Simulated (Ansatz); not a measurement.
The calculation's input:

```
crystal:
  periodic: [false, false, false]
  atoms:
    - symbol: C
      position_ang: [-0.726322, 1.269254, 0.679552]
    - symbol: C
      position_ang: [-0.500673, -0.051470, 0.047249]
    - symbol: C
      position_ang: [-1.220848, -0.839721, -0.762282]
    - symbol: C
      position_ang: [0.697311, -1.886317, -0.384046]
    - symbol: O
      position_ang: [-0.495810, -1.980635, -1.040509]
    - symbol: O
      position_ang: [1.573325, -2.688631, -0.394595]
    - symbol: O
      position_ang: [0.701332, -0.694910, 0.291275]
    - symbol: H
      position_ang: [-1.714897, 1.659372, 0.400601]
    - symbol: H
      position_ang: [0.041529, 1.993199, 0.360987]
    - symbol: H
      position_ang: [-0.674317, 1.192449, 1.777992]
    - symbol: H
      position_ang: [-2.206387, -0.745503, -1.207245]
basis:
  gaussian: {orbitals: def2-SVPD}
hamiltonian: {xc: {name: PBE0}}
output: {forces: true, orbitals: {seedname: orbitals}}
```

Command:

```sh
ansatz run input.yaml --threads 2 --pin off --max-ram 4350MiB --events-out events.jsonl --progress --plain --runs-dir runs
```

Geometry: B3LYP/def2-SVP.

Level of theory: isolated molecule in a Gaussian basis; Kohn-Sham density functional theory, functional PBE0 (Ansatz).

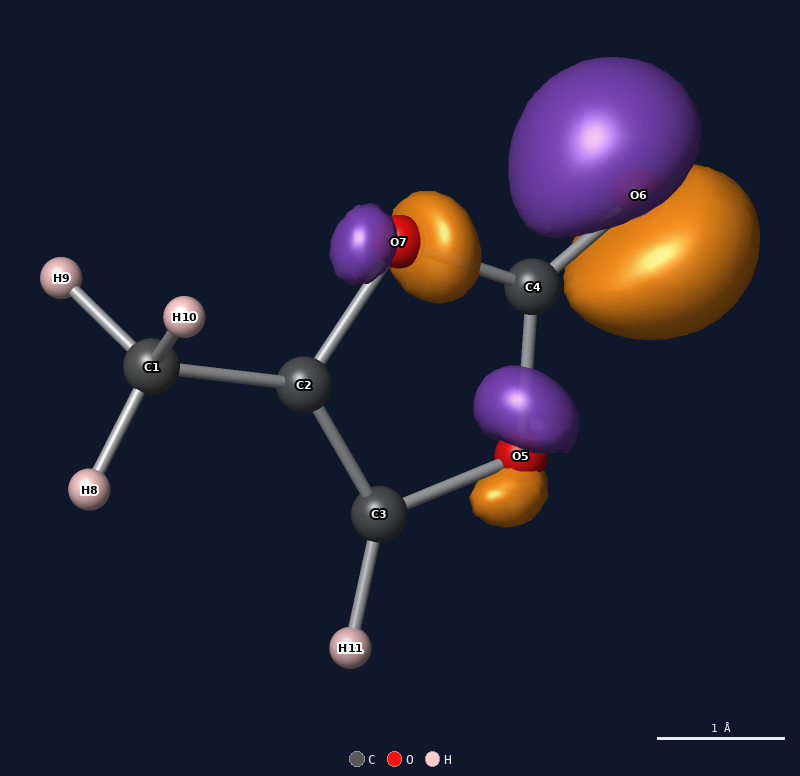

C4H4O3. The HOMO−1 at ±0.2 Å⁻³ᐟ² (orange and purple are the two phases), seen at a tilt.

**What is the character of this orbital?**

Its weight (Hirshfeld) is mainly on O6 (about 75 %) and C4 (about 10 %); largely a lone pair of O6. Its energy is −9.06 eV.
